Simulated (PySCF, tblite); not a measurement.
# trifluoromethanesulfonic acid (CHF3O3S): dynamics, then NMR shifts on frames, part 2 of 2

tblite 0.8.0 and PySCF 2.14.0. Atoms count from 0.

## Step 4: NMR shieldings: 425 fs, PBE0/pcSseg-1

Job settings and geometry (Å):

```
{"job": {"kind": "nmr", "xc": "PBE0", "basis": "pcSseg-1", "pop": false}, "charge": 0, "multiplicity": 1}
O     -1.090300    -0.635600     1.443700
S     -0.767900    -0.619900     0.070200
O     -1.207200    -1.686400    -0.765000
O     -1.154200     0.770800    -0.615000
C      1.081300    -0.443700    -0.155300
F      1.654400     0.062500     1.023100
F      1.553900    -1.732100    -0.276600
F      1.427500     0.287500    -1.187200
H     -1.646300     1.308700     0.034700
```

With the program's defaults for keys left out, this is: GIAO PBE0/pcSseg-1 NMR shielding, non-relativistic, gas phase.

What it wrote:

```text
coarse grid: 9848 points
cycle   1  E = -960.7258041078  dE =  2.218e+00  |g| = 1.545e+00  |ddm| = 3.100e+00
cycle   2  E = -959.4763043725  dE =  1.249e+00  |g| = 3.109e+00  |ddm| = 2.892e+00
cycle   3  E = -961.1414143755  dE = -1.665e+00  |g| = 2.690e-01  |ddm| = 2.090e+00
cycle   4  E = -961.1479169714  dE = -6.503e-03  |g| = 1.958e-01  |ddm| = 2.891e-01
cycle   5  E = -961.1543403789  dE = -6.423e-03  |g| = 2.887e-02  |ddm| = 1.248e-01
cycle   6  E = -961.1544785477  dE = -1.382e-04  |g| = 1.301e-02  |ddm| = 2.699e-02
cycle   7  E = -961.1545066754  dE = -2.813e-05  |g| = 3.620e-03  |ddm| = 9.906e-03
cycle   8  E = -961.1545089167  dE = -2.241e-06  |g| = 7.976e-04  |ddm| = 2.721e-03
final grid: 96768 points
cycle   9  E = -961.2529164549  dE = -3.407e-05  |g| = 1.025e-02  |ddm| = 1.891e-02
cycle  10  E = -961.2528926172  dE =  2.384e-05  |g| = 1.559e-02  |ddm| = 1.601e-02
cycle  11  E = -961.2529346110  dE = -4.199e-05  |g| = 1.751e-03  |ddm| = 9.704e-03
cycle  12  E = -961.2529351270  dE = -5.160e-07  |g| = 4.880e-04  |ddm| = 1.584e-03
cycle  13  E = -961.2529351618  dE = -3.482e-08  |g| = 2.028e-04  |ddm| = 3.998e-04
cycle  14  E = -961.2529351689  dE = -7.105e-09  |g| = 4.297e-05  |ddm| = 1.536e-04
cycle  15  E = -961.2529351692  dE = -2.556e-10  |g| = 2.096e-05  |ddm| = 3.801e-05
converged SCF energy = -961.2529351692

GIAO shielding tensors (ppm)
atom      isotropic    diamagn.    paramagn.     s11        s22        s33       span
  0 O      111.874     398.292    -286.419     70.336    116.834    148.450     78.114
  1 S      208.152    1050.133    -841.981     54.174    131.658    438.624    384.450
  2 O       99.189     395.661    -296.471     72.379     95.256    129.932     57.553
  3 O      141.099     394.769    -253.670     55.163     85.499    282.634    227.471
  4 C       47.434     246.811    -199.377     37.047     49.484     55.771     18.723
  5 F      216.005     473.534    -257.529    117.460    173.906    356.649    239.189
  6 F      225.363     470.986    -245.623    132.400    203.558    340.131    207.731
  7 F      246.494     471.762    -225.268    194.987    232.455    312.040    117.053
  8 H       26.266      30.036      -3.770     21.094     21.592     36.112     15.018
```

It took 8.8 s on 1 thread of Intel Xeon 6975P-C, shared host; peak memory 0.75 GiB.

In short: δ C4 139.5, O2 236.9, O0 224.2, O3 195.0, H8 5.45 ppm.

## Step 5: Nuclear shieldings: 625 fs, PBE0/pcSseg-1

Job settings and geometry (Å):

```
{"job": {"kind": "nmr", "xc": "PBE0", "basis": "pcSseg-1", "pop": false}, "charge": 0, "multiplicity": 1}
O     -1.511100    -0.689000     1.358400
S     -0.932000    -0.317600     0.087600
O     -1.477500    -0.820300    -1.114600
O     -0.720000     1.231700     0.010700
C      0.898800    -0.705500     0.108300
F      1.473600     0.015500     1.129100
F      1.313700    -1.923000     0.352900
F      1.368900    -0.173500    -1.123800
H     -1.012000     1.599500     0.835200
```

Method: GIAO PBE0/pcSseg-1 NMR shielding, non-relativistic, gas phase.

What it wrote:

```text
coarse grid: 9848 points
cycle   1  E = -960.7189976761  dE =  2.238e+00  |g| = 1.547e+00  |ddm| = 3.103e+00
cycle   2  E = -959.4706496940  dE =  1.248e+00  |g| = 3.111e+00  |ddm| = 2.912e+00
cycle   3  E = -961.1370142726  dE = -1.666e+00  |g| = 2.495e-01  |ddm| = 2.102e+00
cycle   4  E = -961.1423433098  dE = -5.329e-03  |g| = 1.849e-01  |ddm| = 2.686e-01
cycle   5  E = -961.1480306937  dE = -5.687e-03  |g| = 2.584e-02  |ddm| = 1.162e-01
cycle   6  E = -961.1481567422  dE = -1.260e-04  |g| = 7.318e-03  |ddm| = 2.207e-02
cycle   7  E = -961.1481649266  dE = -8.184e-06  |g| = 2.513e-03  |ddm| = 5.145e-03
final grid: 96768 points
cycle   8  E = -961.2478990101  dE = -3.411e-05  |g| = 1.125e-02  |ddm| = 1.946e-02
cycle   9  E = -961.2478680602  dE =  3.095e-05  |g| = 1.765e-02  |ddm| = 1.698e-02
cycle  10  E = -961.2479202044  dE = -5.214e-05  |g| = 1.777e-03  |ddm| = 1.047e-02
cycle  11  E = -961.2479207392  dE = -5.348e-07  |g| = 5.040e-04  |ddm| = 1.643e-03
cycle  12  E = -961.2479207768  dE = -3.765e-08  |g| = 1.996e-04  |ddm| = 4.059e-04
cycle  13  E = -961.2479207835  dE = -6.636e-09  |g| = 4.486e-05  |ddm| = 1.475e-04
cycle  14  E = -961.2479207838  dE = -3.010e-10  |g| = 2.061e-05  |ddm| = 3.919e-05
converged SCF energy = -961.2479207838

GIAO shielding tensors (ppm)
atom      isotropic    diamagn.    paramagn.     s11        s22        s33       span
  0 O      101.581     397.485    -295.904     52.036     93.014    159.694    107.657
  1 S      201.727    1049.753    -848.026     46.142    135.161    423.879    377.737
  2 O      114.469     396.300    -281.831     82.632    119.524    141.251     58.618
  3 O      144.900     393.972    -249.072     61.958     90.060    282.682    220.724
  4 C       46.093     246.363    -200.270     35.124     49.721     53.432     18.308
  5 F      221.586     474.329    -252.744    132.773    184.501    347.483    214.709
  6 F      249.326     469.073    -219.748    195.976    238.220    313.781    117.806
  7 F      208.475     474.606    -266.131    100.502    160.822    364.101    263.598
  8 H       26.785      31.243      -4.458     21.675     22.026     36.654     14.979
```

Wall time 8.7 s (1 thread of Intel Xeon 6975P-C, shared host); peak memory 0.75 GiB.

In short: δ C4 140.8, O0 234.5, O2 221.6, O3 191.2, H8 4.93 ppm.

## Step 6: NMR shieldings: 800 fs, PBE0/pcSseg-1

Job settings and geometry (Å):

```
{"job": {"kind": "nmr", "xc": "PBE0", "basis": "pcSseg-1", "pop": false}, "charge": 0, "multiplicity": 1}
O     -1.755000    -0.349900     1.300500
S     -0.956200     0.049800     0.177600
O     -1.318500    -0.340000    -1.136600
O     -0.667900     1.603600     0.285500
C      0.878900    -0.620100     0.298300
F      1.566900     0.046500     1.192900
F      0.667300    -1.890800     0.559500
F      1.472600    -0.477500    -0.872400
H     -0.880000     2.091200     1.109500
```

Level: GIAO PBE0/pcSseg-1 NMR shielding, non-relativistic, gas phase.

What it wrote:

```text
coarse grid: 9848 points
cycle   1  E = -960.7528165951  dE =  2.306e+00  |g| = 1.508e+00  |ddm| = 3.136e+00
cycle   2  E = -959.6397887626  dE =  1.113e+00  |g| = 2.929e+00  |ddm| = 2.822e+00
cycle   3  E = -961.1431359342  dE = -1.503e+00  |g| = 2.714e-01  |ddm| = 2.066e+00
cycle   4  E = -961.1509795018  dE = -7.844e-03  |g| = 1.794e-01  |ddm| = 2.777e-01
cycle   5  E = -961.1562697499  dE = -5.290e-03  |g| = 2.647e-02  |ddm| = 1.126e-01
cycle   6  E = -961.1564026564  dE = -1.329e-04  |g| = 6.722e-03  |ddm| = 2.418e-02
cycle   7  E = -961.1564094814  dE = -6.825e-06  |g| = 2.408e-03  |ddm| = 6.044e-03
final grid: 96768 points
cycle   8  E = -961.2539497031  dE = -3.210e-05  |g| = 1.076e-02  |ddm| = 1.930e-02
cycle   9  E = -961.2539197654  dE =  2.994e-05  |g| = 1.673e-02  |ddm| = 1.869e-02
cycle  10  E = -961.2539694192  dE = -4.965e-05  |g| = 2.141e-03  |ddm| = 1.171e-02
cycle  11  E = -961.2539702203  dE = -8.011e-07  |g| = 4.842e-04  |ddm| = 1.795e-03
cycle  12  E = -961.2539702584  dE = -3.812e-08  |g| = 1.673e-04  |ddm| = 4.134e-04
cycle  13  E = -961.2539702631  dE = -4.640e-09  |g| = 5.813e-05  |ddm| = 1.418e-04
cycle  14  E = -961.2539702636  dE = -5.275e-10  |g| = 1.899e-05  |ddm| = 4.502e-05
converged SCF energy = -961.2539702636

GIAO shielding tensors (ppm)
atom      isotropic    diamagn.    paramagn.     s11        s22        s33       span
  0 O      100.942     397.506    -296.565     59.879     86.851    156.095     96.216
  1 S      190.323    1050.151    -859.828     47.199    118.846    404.924    357.725
  2 O      110.171     398.045    -287.874     71.028    118.551    140.933     69.905
  3 O      154.763     394.883    -240.120     85.599     93.555    285.135    199.536
  4 C       55.112     247.888    -192.776     47.101     54.183     64.053     16.951
  5 F      263.938     472.244    -208.305    215.512    236.551    339.752    124.240
  6 F      263.683     471.446    -207.764    208.180    244.217    338.652    130.472
  7 F      250.156     472.788    -222.631    199.675    211.470    339.323    139.648
  8 H       25.389      29.258      -3.868     19.580     20.582     36.006     16.426
```

It took 8.8 s on 1 thread of Intel Xeon 6975P-C, shared host; peak memory 0.75 GiB.

Key values: δ C4 131.8, O0 235.1, O2 225.9, O3 181.3, H8 6.33 ppm.

## Step 7: Nuclear shieldings: 1000 fs, PBE0/pcSseg-1

Job settings and geometry (Å):

```
{"job": {"kind": "nmr", "xc": "PBE0", "basis": "pcSseg-1", "pop": false}, "charge": 0, "multiplicity": 1}
O     -1.658100    -0.060900     1.471200
S     -1.115500     0.217800     0.214700
O     -1.710100    -0.032600    -1.001300
O     -0.750600     1.758100     0.111800
C      0.636500    -0.512000     0.097900
F      1.313300     0.126000     1.067200
F      0.724000    -1.813300     0.283600
F      1.250200    -0.351200    -1.100300
H     -0.378900     2.125300     0.923600
```

Level: GIAO PBE0/pcSseg-1 NMR shielding, non-relativistic, gas phase.

What it wrote:

```text
coarse grid: 9848 points
cycle   1  E = -960.7427999934  dE =  2.435e+00  |g| = 1.525e+00  |ddm| = 3.142e+00
cycle   2  E = -959.7173285272  dE =  1.025e+00  |g| = 2.891e+00  |ddm| = 2.724e+00
cycle   3  E = -961.1442053788  dE = -1.427e+00  |g| = 1.833e-01  |ddm| = 1.926e+00
cycle   4  E = -961.1464283602  dE = -2.223e-03  |g| = 1.501e-01  |ddm| = 2.051e-01
cycle   5  E = -961.1500814664  dE = -3.653e-03  |g| = 2.574e-02  |ddm| = 9.639e-02
cycle   6  E = -961.1502039625  dE = -1.225e-04  |g| = 6.374e-03  |ddm| = 2.201e-02
cycle   7  E = -961.1502093315  dE = -5.369e-06  |g| = 3.012e-03  |ddm| = 5.466e-03
final grid: 96768 points
cycle   8  E = -961.2483895860  dE = -3.280e-05  |g| = 1.117e-02  |ddm| = 1.884e-02
cycle   9  E = -961.2483552631  dE =  3.432e-05  |g| = 1.792e-02  |ddm| = 1.804e-02
cycle  10  E = -961.2484103650  dE = -5.510e-05  |g| = 1.883e-03  |ddm| = 1.160e-02
cycle  11  E = -961.2484109675  dE = -6.025e-07  |g| = 5.174e-04  |ddm| = 1.634e-03
cycle  12  E = -961.2484110105  dE = -4.304e-08  |g| = 1.804e-04  |ddm| = 4.243e-04
cycle  13  E = -961.2484110160  dE = -5.489e-09  |g| = 4.861e-05  |ddm| = 1.424e-04
cycle  14  E = -961.2484110164  dE = -3.722e-10  |g| = 1.625e-05  |ddm| = 3.928e-05
converged SCF energy = -961.2484110164

GIAO shielding tensors (ppm)
atom      isotropic    diamagn.    paramagn.     s11        s22        s33       span
  0 O      117.828     397.262    -279.434     82.447    114.851    156.185     73.737
  1 S      230.002    1050.683    -820.681     72.720    152.664    464.621    391.901
  2 O      143.442     396.844    -253.401    115.965    141.091    173.271     57.305
  3 O      142.814     393.318    -250.504     46.176    104.019    278.247    232.071
  4 C       52.984     244.463    -191.479     43.350     54.025     61.578     18.228
  5 F      254.160     474.624    -220.464    180.390    232.947    349.143    168.753
  6 F      253.610     471.295    -217.684    193.944    235.096    331.791    137.847
  7 F      231.720     473.402    -241.682    157.717    189.558    347.885    190.168
  8 H       26.284      30.823      -4.538     20.023     22.645     36.185     16.162
```

Wall time 8.8 s (1 thread of Intel Xeon 6975P-C, shared host); peak memory 0.75 GiB.

In short: δ C4 133.9, O0 218.3, O3 193.3, O2 192.6, H8 5.43 ppm.

## Step 8: Comparing the runs: NMR shifts

Shifts (ppm) of some atoms, chosen among heavy atoms and hydrogens apart, with basis size and wall time:

```tsv
frame	H8	O2	S1	F6	F5	F7	functions	time
250 fs	5.72	247.4	315	-62.0	-80.0	-88.4	148	12 s
425 fs	5.45	236.9	296	-54.4	-45.1	-75.5	148	8.8 s
625 fs	4.93	221.6	302	-78.4	-50.6	-37.5	148	8.7 s
800 fs	6.33	225.9	313	-92.7	-93.0	-79.2	148	8.8 s
1000 fs	5.43	192.6	274	-82.7	-83.2	-60.8	148	8.8 s
```

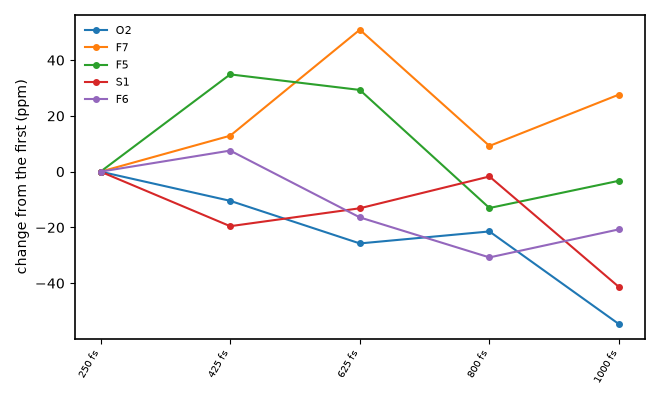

How five of the tabulated atoms move from run to run.

## Step 9: Outcome

What follows sums up all 2 parts.

| quantity | value |
| --- | --- |
| thermostat | 300 K |
| mean temperature, second half | 255 K |
| mean potential energy above the minimum | 0.23 eV |
| ¹³C shifts against TMS (PBE0/pcSseg-1, 250 fs) | 129.8 ppm |
| ¹H shifts against TMS (PBE0/pcSseg-1, 250 fs) | 5.72 ppm |
| ¹⁷O shifts against H2O (PBE0/pcSseg-1, 250 fs) | 251.7, 247.4, 193.6 ppm |
| ³³S shifts against CS2 (PBE0/pcSseg-1, 250 fs) | 315 ppm |
| ¹⁹F shifts against CFCl3 (PBE0/pcSseg-1, 250 fs) | -62.0, -80.0, -88.4 ppm |
| surface potential, 1st and 99th percentile | -1.19 V and 3.30 V |
| range of the shift of O2 | 192.6 to 247.4 ppm |

**Reading.** In the second half the potential energy averages 0.23 eV above the minimum; equipartition over 21 harmonic modes at 300 K would give 0.27 eV. With 9 atoms the temperature swings widely (124 to 405 K). Shifts at one fixed geometry are not the observed spectrum, which averages over the motion. In the first frame run (250 fs): The widest tensor belongs to S1: span 385 ppm, with a paramagnetic part of -860 ppm. By nearest atom (PBE0/pcSseg-1), the HOMO sits on O0 50 %; O2 33 % and the LUMO on H8 24 %; C4 22 %. Across the 5 runs the shift of O2 moves most, between 192.6 (1000 fs) and 247.4 ppm (250 fs).
